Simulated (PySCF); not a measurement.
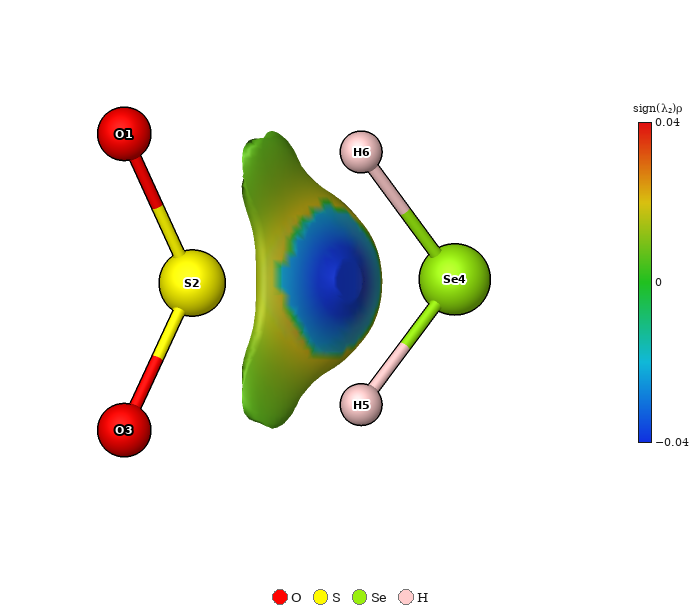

H$_{2}$O$_{2}$SSe, SMILES `O=S=O.[SeH2]`. Non-covalent interaction surfaces between the fragments (reduced density gradient s = 0.6, coloured by sign(λ₂)ρ in a.u.; trimmed to the region between the fragments where ρ is under 0.06 a.u.). Fragment A: SO2 (atoms 1–3); fragment B: H2Se.

PySCF calculation, TPSS/def2-SVPD, gas phase; geometry: GFN2-xTB. GFN2-xTB bond lengths at metals and heavier atoms can be off by up to 0.1 Å and shapes distorted, which carries into these values.

### Which interactions hold the two fragments together?

Bond critical points between the fragments: S2···Se4, 2.90 Å, ρ = 0.032 a.u. It appears blue (attractive, sign(λ₂)ρ well below zero). The pose is a local one from a semi-empirical search, not shown to be the most stable.

### How strongly are they bound?

The counterpoise-corrected interaction energy of the frozen fragments is +0.4 kcal/mol without dispersion correction and −2.1 kcal/mol with D3(BJ). The pair geometry is semi-empirical, not a minimum at this level.
